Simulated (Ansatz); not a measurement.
BFGaGeH₅ (SMILES [BH2][GeH]([F])[GaH2])

Input

```
crystal:
  periodic: [false, false, false]
  atoms:
    - {symbol: B, position_ang: [-0.950806, 1.596302, 0.426657]}
    - {symbol: Ge, position_ang: [0.653540, 0.434463, -0.046546]}
    - {symbol: F, position_ang: [1.856125, 0.496152, 1.239781]}
    - {symbol: Ga, position_ang: [0.097214, -1.938924, -0.403740]}
    - {symbol: H, position_ang: [-1.795725, 1.768868, -0.400804]}
    - {symbol: H, position_ang: [-1.101891, 2.039262, 1.523647]}
    - {symbol: H, position_ang: [1.406850, 0.963357, -1.290988]}
    - {symbol: H, position_ang: [-0.841887, -2.324734, -1.602587]}
    - {symbol: H, position_ang: [0.676590, -3.034746, 0.554590]}
basis:
  gaussian: {orbitals: def2-TZVPP}
hamiltonian: {xc: pbe0, dispersion: d4}
output: {orbitals: {seedname: orbitals}}
```

Command:

```sh
ansatz run in.yaml --threads 4 --pin off --events-out ev --progress --plain --max-ram 10444MiB
```

Geometry: PBE0-D4/def2-TZVP.

Method: RKS PBE0-D4/def2-TZVPP (Ansatz).

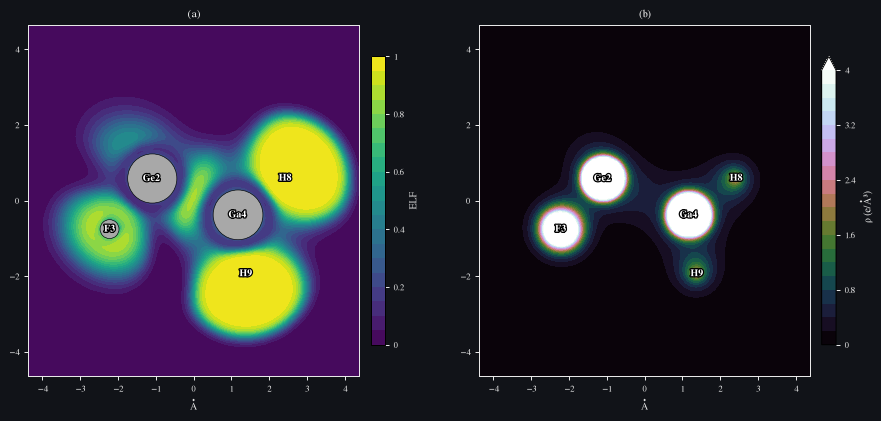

Figure 1. (a) ELF; (b) total electron density on the plane of atoms Ge2, Ga4 and H9. Grey discs cover the atomic cores in the ELF map.

Question: Read the bonding off the picture.

Answer:
- The section cuts through Ge, F, Ga and H sites.
- Ge–F (1.76 Å): ρ at the midpoint is about 0.92 e/Å³; the ELF peaks at about 0.80 in the valence shell of F, 0.5 Å from its nucleus, and is about 0.25 at the midpoint.
- Ga–Ge (2.46 Å): ρ is about 0.51 e/Å³ halfway; the ELF peaks at about 0.85 between the atoms: a covalent bond.
- Ga–H (1.57 Å): the density is about 0.99 e/Å³ at the midpoint; the ELF climbs to about 1 towards the hydrogen.
- The ELF also peaks beside F3, away from the bonds: lone-pair regions.

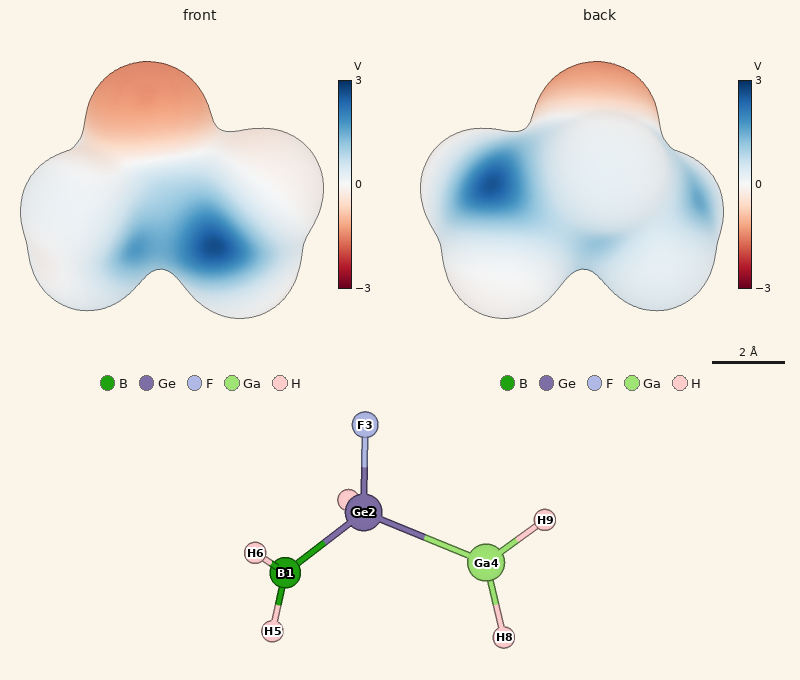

Figure 2. The electrostatic potential painted on the density surface at 0.001 e/bohr³, seen from the front and from behind; the colour scale runs from red (negative) to blue (positive). The bare structure is drawn below in the same view.

Question: Describe the electrostatic potential map.

Answer: The most negative region (about −1.4 V) lies over F3, the most positive (about +2.5 V) over Ga4.

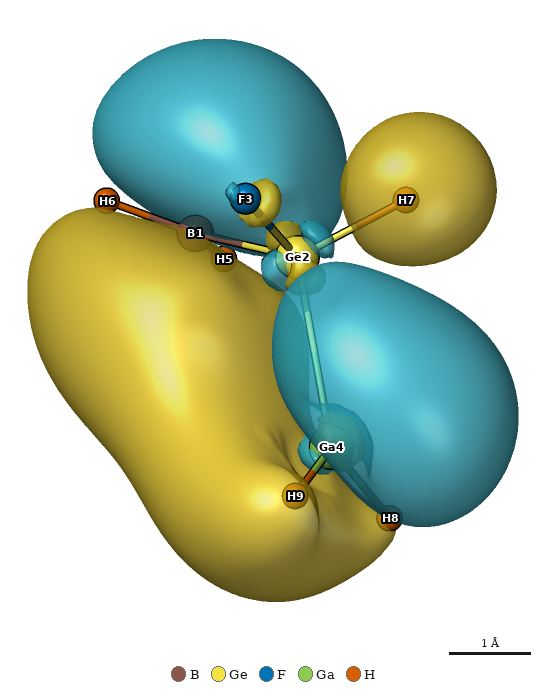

Figure 3. One frontier orbital at ±0.05 Å⁻³ᐟ² (yellow and cyan are the two phases), seen at an oblique angle.

Question: Which orbital is it: HOMO or LUMO?

Answer: The LUMO, at −2.83 eV. By Hirshfeld shares it lies mainly on B1 (about 40 %), Ga4 (about 25 %) and Ge2 (about 15 %).
